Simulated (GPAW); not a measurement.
# LiRh (P-6m2): the Li K absorption edge

How does the Li K edge of LiRh (P-6m2) move when the bonds are compressed or stretched?

Program: GPAW 26.7.0. Level of theory: X-ray absorption from dipole matrix elements to empty bands, plane-wave PAW LDA. Results are calculated unless marked as measured.

### 1. Set-up

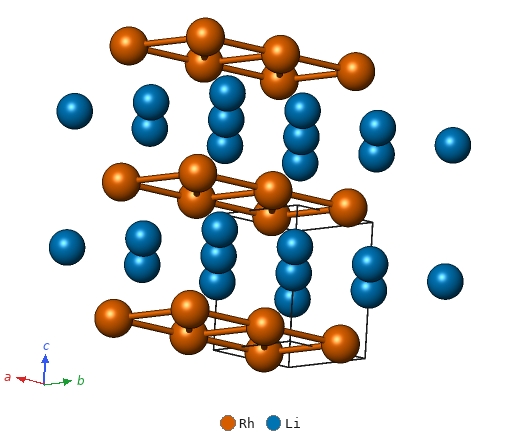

The starting structure, seen from a free direction (rhodium orange, lithium blue). 3×2×2 cells are drawn. Some periodic images of atoms are drawn too.

Structure file:

```xyz
2
Lattice="2.6523 0.0000 0.0000 -1.3262 2.2970 0.0000 0.0000 0.0000 4.3266" Properties=species:S:1:pos:R:3 pbc="T T T"
Rh    1.3262    0.7657    0.0000
Li    0.0000    0.0000    2.1633
```

### 2. Ground state of the crystal

The ground state comes first: it tells whether the system has a gap, which decides how the excited electron is treated.

Input file scf.py:

```python
import numpy as np
from ase import Atoms
from ase.parallel import parprint, paropen
from gpaw import GPAW, PW, FermiDirac, Mixer, MixerDif, setup_paths
from gpaw.test import gen
setup_paths.insert(0, '.')
gen('Li', name='nch1s', xcname='LDA', corehole=(1, 0, 0), write_xml=True)
from gpaw.mpi import world
world.barrier()

atoms = Atoms('RhLi',
    cell=[[2.65230046, 0, 0],
     [-1.32615023, 2.29695958, 0],
     [0, 0, 4.32660441]],
    scaled_positions=[[0.66666667, 0.33333333, 0],
     [0, 0, 0.5]],
    pbc=True)
atoms.calc = calc = GPAW(legacy_gpaw=True, mode=PW(500, force_complex_dtype=True), xc='LDA', setups={1: 'nch1s'},
    kpts={'size': (11, 11, 6), 'gamma': True}, occupations=FermiDirac(0.05),
    charge=0, mixer=Mixer(0.1, 5, 50), maxiter=150,
    convergence={'density': 0.0001, 'eigenstates': 1e-6}, txt='scf.txt')
energy = atoms.get_potential_energy() + calc.get_reference_energy()
ef = calc.get_fermi_level()
out = dict(energy=energy, fermi=ef, forces=atoms.get_forces().tolist())
parprint(f'all-electron energy {energy:.4f} eV, Fermi level {ef:.4f} eV')
ev = np.array([[calc.get_eigenvalues(k, s) for k in range(len(calc.get_ibz_k_points()))] for s in range(calc.get_number_of_spins())])
out['homo'], out['lumo'], out['counts'] = ev[ev < ef].max(), ev[ev > ef].min(), sorted(set((ev < ef).sum((0, 2)).tolist()))
out['filled'] = (ev[:, 0] < ef).sum(1).tolist()
import json
with paropen('out.json', 'w') as f:
    json.dump(out, f)
```

Command:

```bash
$ OMP_NUM_THREADS=1 mpirun -n 4 gpaw python scf.py
```

Numbers of over 12 decimals in the logs are rounded to 6 here.

Log:

```text
Input parameters:
  convergence: {density: 0.0001,
                eigenstates: 1e-06}
  kpts: {gamma: True,
         size: (11, 11, 6)}
  maxiter: 150
  mixer: {backend: pulay,
          beta: 0.1,
          method: separate,
          nmaxold: 5,
          weight: 50}
  mode: {ecut: 500.0,
         force_complex_dtype: True,
         name: pw}
  occupations: {fixmagmom: False,
                name: fermi-dirac,
                width: 0.05}
  setups: {1: nch1s}

Initialize ...

[... PAW data sets ...]

Reference energy: -130208.739038  # eV

Spin-paired calculation

[... convergence settings ...]
Symmetries present (total): 4
  [... symmetry matrices ...]

726 k-points: 11 x 11 x 6 Monkhorst-Pack grid + [0.000000,0.000000,1/12]
144 k-points in the irreducible part of the Brillouin zone
       k-points in crystal coordinates                weights
   0:     0.00000000    0.00000000    0.00000000          1/726
   1:     0.00000000    0.00000000    0.16666667          2/726
   2:     0.00000000    0.00000000    0.33333333          2/726
   3:     0.00000000    0.00000000    0.50000000          1/726
   4:     0.00000000    0.09090909    0.00000000          2/726
   5:     0.00000000    0.09090909    0.16666667          4/726
   6:     0.00000000    0.09090909    0.33333333          4/726
   7:     0.00000000    0.09090909    0.50000000          2/726
   8:     0.00000000    0.18181818    0.00000000          2/726
   9:     0.00000000    0.18181818    0.16666667          4/726
          ...
 143:     0.45454545    0.45454545    0.50000000          4/726

Wave functions: Plane wave expansion
  Cutoff energy: 500.000 eV
  Number of coefficients (min, max): 658, 687
  Pulay-stress correction: 0.000000 eV/Ang^3 (de/decut=0.000000)
  Using FFTW library
  Wavefunction extrapolation:
    Improved wavefunction reuse through dual PAW basis

Occupation numbers: Fermi-Dirac:
  width: 0.0500  # eV

Eigensolver
   Davidson(niter=2)

Densities:
  Coarse grid: 14*14*24 grid
  Fine grid: 28*28*48 grid
  Total Charge: 0.000000

Density mixing:
  Method: separate
  Backend: pulay
  Linear mixing parameter: 0.1
  old densities: 5
  Width of damping distribution: 1.1
  Damping of long wavelength oscillations: 50

[... Hamiltonian set-up ...]
Number of atoms: 2
Number of atomic orbitals: 16
Number of bands in calculation: 14
Number of valence electrons: 16
Bands to converge: occupied

... initialized

Initializing position-dependent things.

Density initialized from atomic densities
Creating initial wave functions:
  14 bands from LCAO basis set

       Li

           Rh

Atomic positions and initial magnetic moments

Positions:
   0 Rh     1.326150    0.765653    0.000000    ( 0.0000,  0.0000,  0.0000)
   1 Li     0.000000    0.000000    2.163302    ( 0.0000,  0.0000,  0.0000)

Unit cell:
           periodic     x           y           z      points  spacing
  1. axis:    yes    2.652300    0.000000    0.000000    14     0.1641
  2. axis:    yes   -1.326150    2.296960    0.000000    14     0.1641
  3. axis:    yes    0.000000    0.000000    4.326604    24     0.1803

  Lengths:   2.652300   2.652300   4.326604
  Angles:   90.000000  90.000000 120.000000

Effective grid spacing dv^(1/3) = 0.1776

iter:   1   -12.370572
iter:   2   -11.583420   -1.54  -1.14
iter:   3   -11.177284   -1.46  -1.34
iter:   4   -11.150002   -2.94  -1.69
iter:   5   -11.124684   -2.41  -1.80
iter:   6   -11.123451   -3.07  -2.23
iter:   7   -11.122016c  -3.28  -2.39
iter:   8   -11.121828c  -4.19  -3.08
iter:   9   -11.121832c  -4.27  -3.10
iter:  10   -11.121811c  -5.08  -3.50
iter:  11   -11.121812c  -5.72  -3.81
iter:  12   -11.121817c  -5.75  -3.87
iter:  13   -11.121817c  -6.99c -4.10c

Converged after 13 iterations.

Dipole moment: (2.962356, -1.710317, -0.000000) |e|*Ang

Energy contributions relative to reference atoms: (reference = -130208.739038)

Kinetic:         -2.312649
Potential:       +0.746851
External:        +0.000000
XC:              -9.404673
Entropy (-ST):   -0.014347
Local:           -0.144172
SIC:             +0.000000
--------------------------
Free energy:    -11.128991
Extrapolated:   -11.121817

Showing only first 2 kpts
 Kpt  Band  Eigenvalues  Occupancy
  0     6      4.02169    2.00000
  0     7      6.34246    0.00163
  0     8      6.34246    0.00163
  0     9      6.84095    0.00000

  1     6      4.02375    2.00000
  1     7      6.25620    0.00913
  1     8      6.33394    0.00194
  1     9      6.33394    0.00194

Fermi level: 5.98698

No gap
No difference between direct/indirect transitions

Forces in eV/Ang:
  0 Rh    0.00000   -0.00000    0.00000
  1 Li    0.00000   -0.00000    0.00000
Scalar-relativistic atomic LDA calculation for Li (Lithium, Z=3)
Core hole in 1s state (1s occupation: 2.0)
300 radial gridpoints.
|------------------------------------------------|
|------------------------------------------------|
[... the atom generator's iteration count ...]

Energy contributions:
-------------------------
Kinetic:       +7.239206
XC:            -1.652020
Potential:    -12.922674
-------------------------
Total:         -7.335488

state      eigenvalue         ekin         rmax
-----------------------------------------------
1s^2.0 :    -1.878344     3.502985        0.365
2s^1.0 :    -0.105610     0.233235        3.124
2p^0.0 :    -0.041382     0.137004        3.898
-----------------------------------------------
(units: Bohr and Hartree)

Generating PAW setup
Kinetic energy of the core from tauc = 7.006868
Cutoffs:
rc(s)=2.000
rc(p)=2.000
rc(d)=2.000
rc(vbar)=1.800
rc(comp)=2.000
rc(nct)=2.000

Kinetic energy of the core states: 7.005971
Charge: 0.0
Core electrons: 2.0
Valence electrons: 1.0
Pseudo-core charge: 0.168869
Shape function alpha=2.500
Pseudo-electron charge 1.164086
state    eigenvalue         norm
--------------------------------
2s(1) :    -0.105610     0.995217
*s    :     0.894390
2p(0) :    -0.041382     0.995581
*p    :     0.958618
*d    :     0.000000
--------------------------------

Diagonalizing with gridspacing h=0.050

state   all-electron     PAW
-------------------------------
2s:      -0.105610    -0.105589
2p:      -0.041382    -0.041286
*d:                    0.026692
*f:                    0.061621
-------------------------------
all-electron energy -130219.8609 eV, Fermi level 5.9870 eV
```

Elapsed: 13 s, on 4 MPI ranks of Arm Neoverse N1, shared host; peak memory 0.17 GiB; 53 s of CPU time.

The mesh shows no gap, so the system is treated as a metal and the core electron is put at the Fermi level (neutral cell).

### 3. Reference energy of the supercell

The photon energy needs a difference of total energies, so the cell and mesh of the coming hole run are first run without a hole.

scf.py: that of step 2 with these lines changed.

```diff
@@ -10,11 +10,25 @@
 
-atoms = Atoms('RhLi',
-    cell=[[2.65230046, 0, 0],
-     [-1.32615023, 2.29695958, 0],
-     [0, 0, 4.32660441]],
-    scaled_positions=[[0.66666667, 0.33333333, 0],
-     [0, 0, 0.5]],
+atoms = Atoms('Rh8Li8',
+    cell=[[-3.97845069, 2.29695958, 4.32660441],
+     [3.97845069, -2.29695958, 4.32660441],
+     [2.65230046, 4.59391915, -4.32660441]],
+    scaled_positions=[[0.04166667, 0.20833333, 0.25],
+     [0.54166667, 0.70833333, 0.25],
+     [0.91666667, 0.58333333, 0.5],
+     [0.41666667, 0.08333333, 0.5],
+     [0.29166667, 0.45833333, 0.75],
+     [0.79166667, 0.95833333, 0.75],
+     [0.66666667, 0.33333333, 0],
+     [0.16666667, 0.83333333, 0],
+     [0.25, 0.25, 0],
+     [0.75, 0.75, 0],
+     [0.125, 0.625, 0.25],
+     [0.625, 0.125, 0.25],
+     [0.5, 0.5, 0.5],
+     [0, 0, 0.5],
+     [0.875, 0.375, 0.75],
+     [0.375, 0.875, 0.75]],
     pbc=True)
-atoms.calc = calc = GPAW(legacy_gpaw=True, mode=PW(500, force_complex_dtype=True), xc='LDA', setups={1: 'nch1s'},
-    kpts={'size': (11, 11, 6), 'gamma': True}, occupations=FermiDirac(0.05),
+atoms.calc = calc = GPAW(legacy_gpaw=True, mode=PW(500, force_complex_dtype=True), xc='LDA', setups={8: 'nch1s'},
+    kpts={'size': (4, 4, 4), 'gamma': True}, occupations=FermiDirac(0.1),
     charge=0, mixer=Mixer(0.1, 5, 50), maxiter=150,
```

Log:

```text
Input parameters:
  convergence: {density: 0.0001,
                eigenstates: 1e-06}
  kpts: {gamma: True,
         size: (4, 4, 4)}
  maxiter: 150
  mixer: {backend: pulay,
          beta: 0.1,
          method: separate,
          nmaxold: 5,
          weight: 50}
  mode: {ecut: 500.0,
         force_complex_dtype: True,
         name: pw}
  occupations: {fixmagmom: False,
                name: fermi-dirac,
[...]
2s(1) :    -0.105610     0.995217
*s    :     0.894390
2p(0) :    -0.041382     0.995581
*p    :     0.958618
*d    :     0.000000
--------------------------------

Diagonalizing with gridspacing h=0.050

state   all-electron     PAW
-------------------------------
2s:      -0.105610    -0.105589
2p:      -0.041382    -0.041286
*d:                    0.026692
*f:                    0.061621
-------------------------------
all-electron energy -1041758.7243 eV, Fermi level 6.1200 eV
[key lines of the parts left out:]
Converged after 16 iterations.
Dipole moment: (0.497406, -0.287177, 0.003666) |e|*Ang
Free energy:    -89.021075
Fermi level: 6.11996
```

Elapsed: 4 min, on 4 MPI ranks; peak memory 0.41 GiB.

Reference energy: -1041758.724 eV with the cores included.

(Part 1 of 3 ends here.)

[Banner, clock and machine lines of the logs are left out without a mark of their own.]

[Logs are printed without paths, hosts, clocks, repeated set-up lines and the standing remarks that a program may print on its own settings, such as how far it seeks lower states.]

[Hosts, paths, dates, database ids (printed as entryN), source tags and the programs' standing remarks are cut or masked in the printed files.]

[Lists of maxima count a maximum above −3 eV only where it reaches 4 % of the highest in the window and stands out from its surroundings by 2 % of it (1.5 % where it reaches 55 %); shoulders and weaker maxima are passed over, and of the rest the first, up to two pre-edge ones and the few strongest are named.]
